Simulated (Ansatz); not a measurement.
Base system: InP in the zinc blende structure (space group F-43m, No. 216; a = 5.907 Å). Axes: x, y, z lie along the cube axes.

Structures relaxed with r2SCAN (Ansatz, a program for electronic structure; PAW; 500 eV plane waves; scalar-relativistic without spin-orbit coupling).

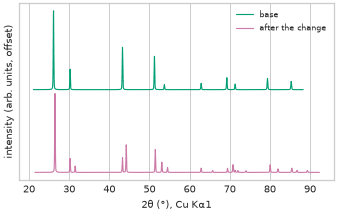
Fig. 1. Simulated powder patterns before (top) and after one change

**Question.** Which change produced these results?
A. biaxial strain −0.79 %, plane normal [001], relaxed out of plane
B. biaxial strain +0.48 %, plane normal [111], relaxed out of plane
C. uniaxial stress, 3 GPa tension along x
D. uniaxial strain ε_xx = −3.90 %

**Answer.** D, uniaxial strain ε_xx = −3.90 %. Its volume per atom is 24.76 Å³ against 25.76 Å³, and its space group is I-4m2 (No. 119).

Beyond what the load breaks, stability against distortions was not tested.
